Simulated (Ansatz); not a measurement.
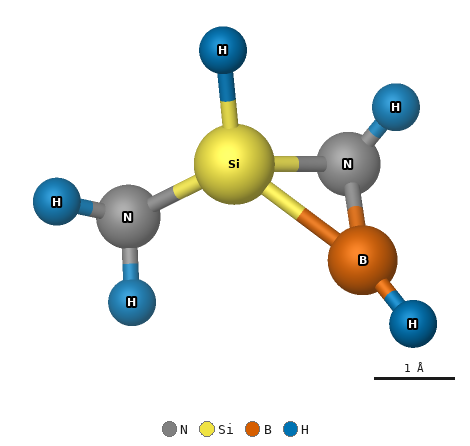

**Figure 1.** The input geometry (ball-and-stick view, seen on its broad side). Bond lengths as drawn: B–H 1.13 Å, B–N 1.60 Å, B–Si 2.01 Å, H–N 0.98 to 1.07 Å, H–Si 1.50 Å and N–Si 1.72 to 1.74 Å.

**Geometry relaxation of BSiN2H5**

BSiN2H5, SMILES N[SiH]1BN1, computed with RKS PBE-D4/def2-SVP (Ansatz 0.2.0).

The geometry: force-field start. Figures and captions count atoms from 1; the log counts them from 0 in places.

### Input
```yaml
crystal:
  periodic: [false, false, false]
  atoms:
    - {symbol: N, position_ang: [-0.585000, 1.589700, -0.056200]}
    - {symbol: Si, position_ang: [0.406400, 0.243600, 0.362000]}
    - {symbol: B, position_ang: [-0.432500, -1.536400, -0.064400]}
    - {symbol: N, position_ang: [0.623800, -0.800400, -1.011700]}
    - {symbol: H, position_ang: [-0.542500, 2.320800, 0.690300]}
    - {symbol: H, position_ang: [-1.620100, 1.307500, -0.052800]}
    - {symbol: H, position_ang: [1.808100, 0.566900, 0.793600]}
    - {symbol: H, position_ang: [-1.039400, -2.446500, 0.221900]}
    - {symbol: H, position_ang: [1.469700, -1.291500, -0.899900]}
basis:
  gaussian: {orbitals: def2-SVP}
hamiltonian: {xc: pbe, dispersion: d4}
relax: {f_tol: 0.03, max_steps: 200}
```

Launched with:
```bash
ansatz run in.yaml --threads 2 --pin off --events-out ev --progress --plain --max-ram 4352MiB
```

### The program's output
```
Functional definition: PBE
  name "PBE"
  cite "Perdew, Burke & Ernzerhof, Phys. Rev. Lett. 77, 3865 (1996) doi:10.1103/PhysRevLett.77.3865"
  parent pbe
  parameter kappa = 0.804
  parameter beta = 0.06672455060314922
  exchange = pbe_x(kappa = kappa, mu = beta*pi^2/3)
  correlation = pbe_c(beta = beta)
984 factors; their error is unknown
mean field evaluation 1: about -11585.7873 eV, gradient 8.1e1 eV
mean field evaluation 2: about -11494.3135 eV, gradient 1.8e2 eV
mean field evaluation 4: about -11597.7916 eV, gradient 2.4e1 eV
mean field evaluation 8: about -11599.7773 eV, gradient 2.4e-1 eV
mean field evaluation 16: about -11599.7158 eV, gradient 4.6e-4 eV
mean field -11599.71577127 eV, -426.2816920243 hartree, gradient 3.5e-5 eV, S^2 0.000000; 0 other end points of the search recorded, 0 dependent functions left out
the calculation of the forces begins
reference -11599.71580709 eV, -426.2816933407 hartree; 19, 19 occupied and 66, 66 virtual orbitals, 984 factors
relax step   1: F+E_penalty+E_count = -11599.88294724 eV  Δ(F+E_penalty+E_count) = +0.000e0 eV  max|allowed force component| = 4.427e0 eV/Å  Δτ_max = 0.0000 Å  (28 SCF iters, accepted)
these checks for a lower state are left out or cut short: starts, cluster_reference, orbital_swaps, neighbouring_geometries, increment
984 factors; their error is unknown
mean field -11600.69877882 eV, -426.3178168857 hartree, gradient 8.7e-6 eV, S^2 0.000000; 0 other end points of the search recorded, 0 dependent functions left out
[... from here on the field's lines of each further geometry are left out, up to the last ...]
relax step   2: F+E_penalty+E_count = -11600.86362931 eV  Δ(F+E_penalty+E_count) = -9.807e-1 eV  max|allowed force component| = 2.229e0 eV/Å  Δτ_max = 0.1927 Å  (36 SCF iters, accepted)
relax step   3: F+E_penalty+E_count = -11601.36203841 eV  Δ(F+E_penalty+E_count) = -4.984e-1 eV  max|allowed force component| = 2.658e0 eV/Å  Δτ_max = 0.1902 Å  (36 SCF iters, accepted)
relax step   4: F+E_penalty+E_count = -11601.72940091 eV  Δ(F+E_penalty+E_count) = -3.674e-1 eV  max|allowed force component| = 1.195e0 eV/Å  Δτ_max = 0.2000 Å  (36 SCF iters, accepted)
relax step   5: F+E_penalty+E_count = -11601.91179198 eV  Δ(F+E_penalty+E_count) = -1.824e-1 eV  max|allowed force component| = 7.953e-1 eV/Å  Δτ_max = 0.1999 Å  (35 SCF iters, accepted)
relax step   6: F+E_penalty+E_count = -11601.91354035 eV  Δ(F+E_penalty+E_count) = -1.748e-3 eV  max|allowed force component| = 1.105e0 eV/Å  Δτ_max = 0.2000 Å  (34 SCF iters, accepted)
relax step   7: F+E_penalty+E_count = -11601.87767067 eV  Δ(F+E_penalty+E_count) = +3.587e-2 eV  max|allowed force component| = 9.641e-1 eV/Å  Δτ_max = 0.1795 Å  (36 SCF iters, rejected (line search))
relax step   8: F+E_penalty+E_count = -11601.98215874 eV  Δ(F+E_penalty+E_count) = -6.862e-2 eV  max|allowed force component| = 1.793e-1 eV/Å  Δτ_max = 0.0867 Å  (30 SCF iters, accepted)
relax step   9: F+E_penalty+E_count = -11601.97536701 eV  Δ(F+E_penalty+E_count) = +6.792e-3 eV  max|allowed force component| = 8.353e-1 eV/Å  Δτ_max = 0.0460 Å  (30 SCF iters, rejected (line search))
relax step  10: F+E_penalty+E_count = -11601.98689855 eV  Δ(F+E_penalty+E_count) = -4.740e-3 eV  max|allowed force component| = 1.082e-1 eV/Å  Δτ_max = 0.0224 Å  (30 SCF iters, accepted)
relax step  11: F+E_penalty+E_count = -11601.99293055 eV  Δ(F+E_penalty+E_count) = -6.032e-3 eV  max|allowed force component| = 8.326e-2 eV/Å  Δτ_max = 0.0500 Å  (29 SCF iters, accepted)
relax step  12: F+E_penalty+E_count = -11601.99815844 eV  Δ(F+E_penalty+E_count) = -5.228e-3 eV  max|allowed force component| = 2.573e-1 eV/Å  Δτ_max = 0.0750 Å  (29 SCF iters, accepted)
relax step  13: F+E_penalty+E_count = -11602.00242286 eV  Δ(F+E_penalty+E_count) = -4.264e-3 eV  max|allowed force component| = 1.714e-1 eV/Å  Δτ_max = 0.1125 Å  (29 SCF iters, accepted)
relax step  14: F+E_penalty+E_count = -11601.96576774 eV  Δ(F+E_penalty+E_count) = +3.666e-2 eV  max|allowed force component| = 4.412e-1 eV/Å  Δτ_max = 0.1450 Å  (28 SCF iters, rejected (line search))
relax step  15: F+E_penalty+E_count = -11602.00539332 eV  Δ(F+E_penalty+E_count) = -2.970e-3 eV  max|allowed force component| = 4.999e-2 eV/Å  Δτ_max = 0.0309 Å  (30 SCF iters, accepted)
the calculation of the forces begins
reference -11601.84312414 eV, -426.3598708003 hartree; 19, 19 occupied and 66, 66 virtual orbitals, 984 factors
relax step  16: F+E_penalty+E_count = -11602.00560911 eV  Δ(F+E_penalty+E_count) = -2.158e-4 eV  max|allowed force component| = 1.922e-2 eV/Å  Δτ_max = 0.0073 Å  (31 SCF iters, accepted)
```

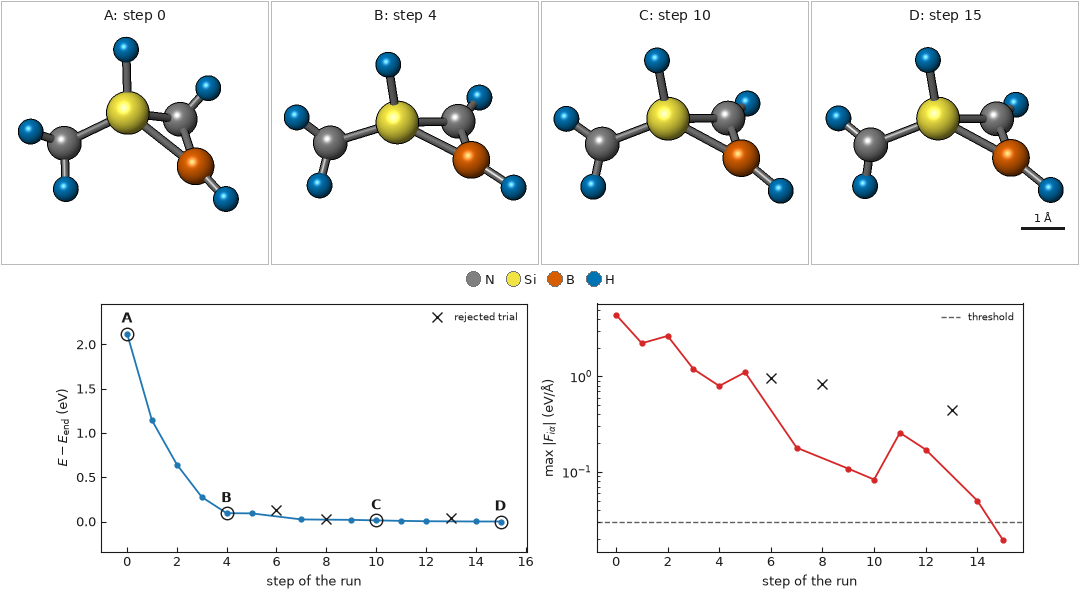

**Figure 2.** Frames of the relaxation (ball-and-stick view, seen at a tilt) above the curves, on which the letters mark them (the first geometry is step 0 here and step 1 in the log).

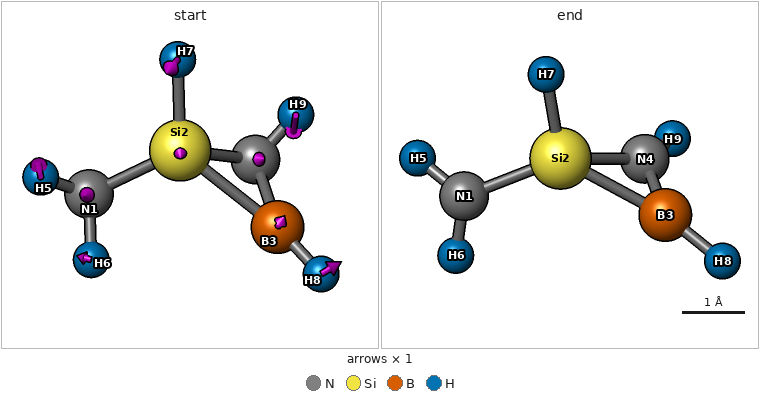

**Figure 3.** Before (left) and after (right) the relaxation, at one scale (ball-and-stick view, seen at a tilt). The pink arrows give the displacements, at true length. The largest move after the best rigid fit is that of H9, 0.82 Å. Largest moves by element: H 0.82 Å, N 0.35 Å, B 0.28 Å, Si 0.25 Å. Distances before and after: B3–N4 1.598 → 1.395 Å, B3–H8 1.131 → 1.211 Å, Si2–B3 2.013 → 1.939 Å, Si2–N4 1.739 → 1.807 Å. Among the angles that change: Si2–N4–H9 108.5° → 151.6°, B3–N4–H9 105.7° → 135.1°, N4–B3–H8 151.1° → 135.9°. After 15 geometry steps the energy has fallen by 2.123 eV. The largest force component goes from 4.4 to 0.019 eV/Å. The line search rejected the trial steps at points 6, 8, 13 (counted from 0) and went back. (Atoms are counted from 1 in the order of the input.)

```
984 factors; their error is unknown
mean field -11601.84308718 eV, -426.3598694423 hartree, gradient 1.2e-5 eV, S^2 0.000000; 1 other end points of the search recorded, 0 dependent functions left out
the calculation of the forces begins
reference -11601.84312414 eV, -426.3598708003 hartree; 19, 19 occupied and 66, 66 virtual orbitals, 984 factors
Total energy: -11602.00564606 eV, -426.3658433710 hartree
Atom 0 at    -0.661027     1.616723     0.269325 Å, force     0.006178     0.003321     0.000545 eV/Å
Atom 1 at     0.250871     0.178428     0.569165 Å, force     0.000256     0.000886     0.007245 eV/Å
Atom 2 at    -0.232728    -1.635882     0.086383 Å, force    -0.004589     0.005057     0.019218 eV/Å
Atom 3 at     0.667885    -0.980732    -0.753477 Å, force     0.004086    -0.006175    -0.012574 eV/Å
Atom 4 at    -0.208215     2.521387     0.124226 Å, force    -0.003262    -0.006430    -0.000348 eV/Å
Atom 5 at    -1.594592     1.583817    -0.142563 Å, force    -0.003346     0.002983    -0.001927 eV/Å
Atom 6 at     1.463283     0.618391     1.335452 Å, force    -0.000442     0.002414    -0.002247 eV/Å
Atom 7 at    -0.765271    -2.723439     0.110846 Å, force    -0.002809    -0.006276    -0.007393 eV/Å
Atom 8 at     1.168294    -1.224994    -1.616557 Å, force     0.003927     0.004220    -0.002520 eV/Å
Dipole moment:     0.040075     0.312678    -0.358604 e Å
```

### Trajectory as extended XYZ (Å, eV, eV/Å), 16 frames, from step=1 to step=16
```
9
Properties=species:S:1:pos:R:3:forces:R:3 step=1 energy=-11599.88295
N    -0.5850    1.5897   -0.0562   -1.7570   1.3555   0.7291
Si    0.4064    0.2436    0.3620   -0.9247  -0.6117   0.6280
B    -0.4325   -1.5364   -0.0644    3.6060   4.4274  -0.9668
N     0.6238   -0.8004   -1.0117   -3.5509  -2.1049   0.9930
H    -0.5425    2.3208    0.6903    0.0423  -0.1568  -0.6257
H    -1.6201    1.3075   -0.0528    1.6071   0.3334  -0.0788
H     1.8081    0.5669    0.7936   -0.1779   0.2601   0.4826
H    -1.0394   -2.4465    0.2219   -0.9314  -2.1397  -0.1372
H     1.4697   -1.2915   -0.8999    2.0864  -1.3633  -1.0242
9
Properties=species:S:1:pos:R:3:forces:R:3 step=2 energy=-11600.86363
N    -0.5701    1.6625   -0.0513   -0.6438   0.5043   0.5094
Si    0.3481    0.2387    0.3702   -0.5614  -0.1262   0.2508
B    -0.3554   -1.5718    0.0147    1.2037   2.2285  -0.9476
N     0.5253   -0.8702   -1.0068   -0.2294  -2.1749   1.8941
H    -0.4940    2.4159    0.6553    0.1357  -0.0802  -0.3272
H    -1.5851    1.4265   -0.0650    0.5371   0.1482  -0.1330
H     1.7022    0.5961    0.9413   -0.2585   0.0215   0.1352
H    -0.9306   -2.6024    0.1905    0.1073  -0.5606  -0.2037
H     1.4480   -1.3416   -1.0661   -0.2906   0.0394  -1.1780
9
Properties=species:S:1:pos:R:3:forces:R:3 step=3 energy=-11601.36204
N    -0.5706    1.7091   -0.0334    0.2211  -0.1182   0.2507
Si    0.3011    0.2444    0.4034   -0.3543   0.3344  -0.1324
B    -0.3249   -1.5506    0.0551   -0.7057  -0.7145  -0.0538
N     0.4904   -0.9623   -0.9307    2.6580  -0.6772   0.4692
H    -0.4619    2.4860    0.6291    0.1483   0.0621  -0.1135
H    -1.5714    1.5055   -0.0835   -0.2218   0.0816  -0.1152
H     1.6235    0.6157    1.0344   -0.2123  -0.0496   0.0374
H    -0.8185   -2.6802    0.1483    0.3114   0.3848   0.1384
H     1.4208   -1.4140   -1.2398   -1.8448   0.6965  -0.4807
9
Properties=species:S:1:pos:R:3:forces:R:3 step=4 energy=-11601.72940
N    -0.6086    1.6879   -0.0351   -0.0013   0.4956   0.4670
Si    0.2382    0.2287    0.4119   -0.2239  -0.0510  -0.0610
B    -0.2818   -1.5967    0.0591   -0.2273  -0.2961  -0.2834
N     0.5647   -0.9776   -0.8837    1.1948  -0.7741   0.4273
H    -0.3349    2.5074    0.5269    0.1514  -0.0587  -0.2676
H    -1.6367    1.6895   -0.0402    0.1418  -0.2933  -0.1340
H     1.4950    0.5921    1.1729   -0.2176   0.1030  -0.0737
H    -0.7003   -2.7417    0.1810    0.1277   0.2583   0.0518
H     1.3529   -1.4359   -1.4099   -0.9456   0.6164  -0.1264
9
Properties=species:S:1:pos:R:3:forces:R:3 step=5 energy=-11601.91179
N    -0.5979    1.6792   -0.0230   -0.1617  -0.0496   0.1299
Si    0.1808    0.1931    0.4382    0.2077   0.1332   0.1836
B    -0.2669   -1.6529    0.0788   -0.1419  -0.2935  -0.1193
N     0.6051   -1.0233   -0.8083    0.7953   0.0972  -0.1875
H    -0.2213    2.5266    0.4146   -0.0720  -0.0276  -0.1119
H    -1.6230    1.6958   -0.0208    0.0846   0.0878  -0.0829
H     1.3950    0.6053    1.2338   -0.0598  -0.0129  -0.0237
H    -0.6883   -2.7844    0.2023   -0.0401   0.0547   0.0059
H     1.3050   -1.2856   -1.5327   -0.6119   0.0107   0.2061
9
Properties=species:S:1:pos:R:3:forces:R:3 step=6 energy=-11601.91354
N    -0.6242    1.6119    0.0490    0.3443   0.1639   0.2504
Si    0.3001    0.2005    0.5249   -1.1047  -0.2151  -0.3533
B    -0.2253   -1.6271    0.0663    0.1612   0.2649   0.4651
N     0.7637   -1.0196   -0.7090   -0.3153  -0.2212  -0.6011
H    -0.3044    2.5706    0.2380    0.0915  -0.2861  -0.0744
H    -1.6449    1.6059   -0.0215    0.0918  -0.2355  -0.0082
H     1.4644    0.5736    1.3275    0.5029   0.4022   0.3141
H    -0.8171   -2.6846    0.1257    0.0305   0.0440  -0.1825
H     1.1761   -1.2774   -1.6183    0.1978   0.0828   0.1900
9
Properties=species:S:1:pos:R:3:forces:R:3 step=7 energy=-11601.87767 accepted=F
N    -0.5919    1.5720    0.0387    0.0399  -0.1770   0.4724
Si    0.2215    0.1561    0.6681    0.2663   0.5032  -0.9641
B    -0.1863   -1.6638    0.1290    0.0079   0.1161  -0.6070
N     0.6573   -0.9386   -0.7211   -0.2065  -0.6775   0.5186
H    -0.1947    2.5118    0.1087   -0.0571  -0.0790   0.0924
H    -1.6068    1.5826   -0.0556   -0.0751   0.0857  -0.0367
H     1.4623    0.6075    1.3770   -0.0103   0.0803   0.1434
H    -0.7635   -2.7302    0.0727    0.0671   0.0194   0.1382
H     1.0906   -1.1438   -1.6346   -0.0321   0.1287   0.2427
9
Properties=species:S:1:pos:R:3:forces:R:3 step=8 energy=-11601.98216
N    -0.6169    1.6249    0.0439    0.0293  -0.1630   0.1204
Si    0.2399    0.1873    0.5189   -0.0006   0.0685  -0.0913
B    -0.2385   -1.6442    0.0742   -0.0825  -0.0186   0.1523
N     0.6950   -1.0202   -0.7442    0.1402   0.0498  -0.1793
H    -0.2443    2.5439    0.2862   -0.0029   0.0310  -0.0287
H    -1.6368    1.6300   -0.0164    0.0315   0.0126  -0.0485
H     1.4467    0.6495    1.2896   -0.0368  -0.0248  -0.0055
H    -0.7819   -2.7252    0.1149   -0.0142  -0.0174  -0.0106
H     1.2254   -1.2923   -1.5844   -0.0639   0.0618   0.0911
9
Properties=species:S:1:pos:R:3:forces:R:3 step=9 energy=-11601.97537 accepted=F
N    -0.6106    1.6180    0.0566    0.1086  -0.1129   0.1250
Si    0.2537    0.1865    0.5256   -0.0699  -0.0016  -0.1039
B    -0.2314   -1.6432    0.0827   -0.0737   0.0325   0.0884
N     0.6885   -1.0120   -0.7507   -0.4337   0.2564   0.7995
H    -0.2549    2.5464    0.2873    0.0002   0.0153  -0.0282
H    -1.6238    1.6084   -0.0548   -0.0562   0.0220  -0.0390
H     1.4575    0.6408    1.2988    0.0039   0.0131   0.0038
H    -0.7846   -2.7214    0.1168    0.0233   0.0041  -0.0103
H     1.1940   -1.2698   -1.5795    0.4974  -0.2289  -0.8353
9
Properties=species:S:1:pos:R:3:forces:R:3 step=10 energy=-11601.98690
N    -0.6161    1.6185    0.0615    0.0217  -0.0486   0.1082
Si    0.2462    0.1856    0.5236   -0.0062   0.0206  -0.0643
B    -0.2348   -1.6443    0.0817   -0.0391   0.0067   0.0632
N     0.6946   -1.0170   -0.7444    0.0012   0.0421   0.0004
H    -0.2449    2.5460    0.2762   -0.0216  -0.0268  -0.0361
H    -1.6325    1.6212   -0.0365    0.0273   0.0130  -0.0407
H     1.4492    0.6458    1.2969   -0.0062  -0.0067   0.0038
H    -0.7855   -2.7231    0.1148    0.0060  -0.0032  -0.0055
H     1.2124   -1.2789   -1.5909    0.0170   0.0029  -0.0291
9
Properties=species:S:1:pos:R:3:forces:R:3 step=11 energy=-11601.99293
N    -0.6211    1.6101    0.1105   -0.0071   0.0318   0.0833
Si    0.2523    0.1795    0.5375   -0.0311   0.0457  -0.0309
B    -0.2358   -1.6445    0.0854   -0.0115  -0.0079   0.0695
N     0.6870   -1.0100   -0.7439    0.0040   0.0201  -0.0192
H    -0.2409    2.5476    0.2542   -0.0259  -0.0589  -0.0337
H    -1.6238    1.6129   -0.0802    0.0422   0.0056  -0.0188
H     1.4577    0.6434    1.3027   -0.0011  -0.0126   0.0121
H    -0.7823   -2.7256    0.1156   -0.0004   0.0021  -0.0127
H     1.1955   -1.2598   -1.5990    0.0308  -0.0259  -0.0496
9
Properties=species:S:1:pos:R:3:forces:R:3 step=12 energy=-11601.99816
N    -0.6345    1.6043    0.1841   -0.2358   0.2573  -0.0336
Si    0.2615    0.1767    0.5504   -0.0456  -0.0100   0.0003
B    -0.2341   -1.6415    0.0903    0.0100   0.0098   0.0318
N     0.6799   -1.0012   -0.7478    0.0023  -0.0008  -0.0085
H    -0.2421    2.5499    0.2202   -0.0128  -0.1828  -0.0225
H    -1.6103    1.6004   -0.1325    0.2462  -0.0456   0.0739
H     1.4699    0.6341    1.3116    0.0075   0.0023   0.0164
H    -0.7820   -2.7222    0.1158    0.0072   0.0006  -0.0109
H     1.1802   -1.2467   -1.6091    0.0211  -0.0308  -0.0469
9
Properties=species:S:1:pos:R:3:forces:R:3 step=13 energy=-11602.00242
N    -0.6503    1.6163    0.2456    0.0472   0.0833   0.0256
Si    0.2490    0.1722    0.5694   -0.0767   0.1584  -0.0670
B    -0.2277   -1.6421    0.0889    0.0444  -0.0065  -0.0672
N     0.6666   -0.9816   -0.7578   -0.0599  -0.0614   0.0905
H    -0.1976    2.5279    0.1192   -0.0722  -0.1714   0.0319
H    -1.6026    1.6024   -0.1233    0.0428  -0.0139  -0.0130
H     1.4429    0.6214    1.3547    0.0656  -0.0165  -0.0108
H    -0.7488   -2.7358    0.1122   -0.0137   0.0130  -0.0005
H     1.1570   -1.2269   -1.6262    0.0226   0.0149   0.0106
9
Properties=species:S:1:pos:R:3:forces:R:3 step=14 energy=-11601.96577 accepted=F
N    -0.6973    1.6034    0.3382   -0.0706   0.4010  -0.2093
Si    0.2561    0.1935    0.5716    0.1871  -0.4412   0.1308
B    -0.2622   -1.6109    0.0775   -0.0593   0.0163   0.1059
N     0.6509   -0.9637   -0.7514    0.2587  -0.0999  -0.1517
H    -0.2405    2.4999    0.1548    0.0097   0.0713  -0.0085
H    -1.5668    1.5286   -0.1951   -0.0681   0.0032   0.0952
H     1.5328    0.6180    1.2410   -0.1412   0.0559   0.1334
H    -0.8186   -2.6866    0.1020    0.0562  -0.0339  -0.0027
H     1.2342   -1.2286   -1.5557   -0.1724   0.0273  -0.0931
9
Properties=species:S:1:pos:R:3:forces:R:3 step=15 energy=-11602.00539
N    -0.6614    1.6184    0.2744   -0.0257  -0.0494  -0.0031
Si    0.2500    0.1793    0.5711    0.0500  -0.0090   0.0195
B    -0.2316   -1.6362    0.0880   -0.0195   0.0069   0.0109
N     0.6700   -0.9815   -0.7504   -0.0084   0.0128  -0.0103
H    -0.2098    2.5205    0.1186    0.0348   0.0423  -0.0025
H    -1.5925    1.5814   -0.1418   -0.0279   0.0032  -0.0072
H     1.4653    0.6207    1.3343   -0.0179  -0.0065  -0.0058
H    -0.7672   -2.7225    0.1039   -0.0023  -0.0062   0.0087
H     1.1659   -1.2264   -1.6155    0.0170   0.0058  -0.0101
9
Properties=species:S:1:pos:R:3:forces:R:3 step=16 energy=-11602.00561
N    -0.6610    1.6167    0.2693    0.0062   0.0033   0.0005
Si    0.2509    0.1784    0.5692    0.0003   0.0009   0.0072
B    -0.2327   -1.6359    0.0864   -0.0046   0.0051   0.0192
N     0.6679   -0.9807   -0.7535    0.0041  -0.0062  -0.0126
H    -0.2082    2.5214    0.1242   -0.0033  -0.0064  -0.0003
H    -1.5946    1.5838   -0.1426   -0.0033   0.0030  -0.0019
H     1.4633    0.6184    1.3355   -0.0004   0.0024  -0.0022
H    -0.7653   -2.7234    0.1108   -0.0028  -0.0063  -0.0074
H     1.1683   -1.2250   -1.6166    0.0039   0.0042  -0.0025
```

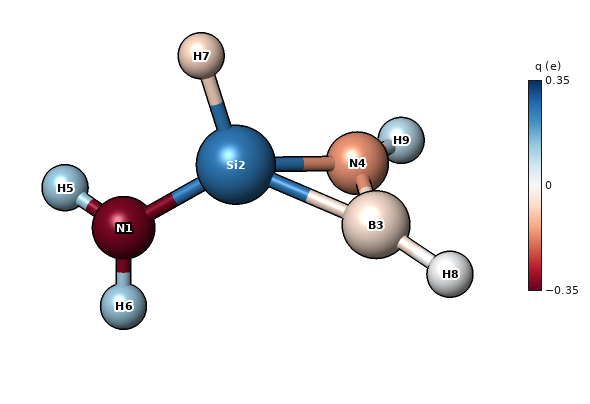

**Figure 4.** Mulliken charges, as the colour of each atom (ball-and-stick view, seen on its broad side; atoms are numbered from 1 in the order of the input). By element: N −0.33 to −0.15, Si +0.25, B −0.05 and H −0.07 to +0.13 e.

### Summary

| quantity | value |
| --- | --- |
| outcome | converged |
| total energy | −11602.0056 eV |
| mean-field energy | −11601.8431 eV |
| dispersion energy | −0.1625 eV |
| SCF solution under orbital rotations | stable |
| largest force (length of the vector) at the end | 0.020 eV/Å |
| dipole moment | 2.29 D |
| hardware | 2 threads of Arm Neoverse V2, 23 GiB of memory available, shared host |
| wall time | 18 s (CPU time 34 s) |
| peak memory | 0.12 GiB |
